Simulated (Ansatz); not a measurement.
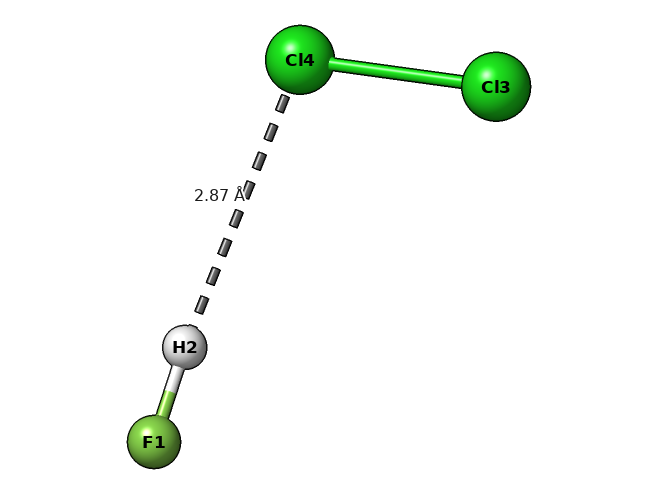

Two molecules or ions; the broken line marks their closest contact (measured against van der Waals radii). Geometry: a pair of rigid molecules at a changed separation. Program: Ansatz 0.2.0.

Question: Which two species are they?

Answer: HF and Cl2 (`ClCl.F`).

Give the counterpoise-corrected interaction energy (kJ/mol, monomers kept as in the pair) with RHF-CCSD(T) (frozen core)/def2-TZVPPD; ωB97M-V/def2-TZVPPD.

```
                                level  interaction energy (kJ/mol)
RHF-CCSD(T) (frozen core)/def2-TZVPPD                         −4.6
                  ωB97M-V/def2-TZVPPD                         −5.1
```
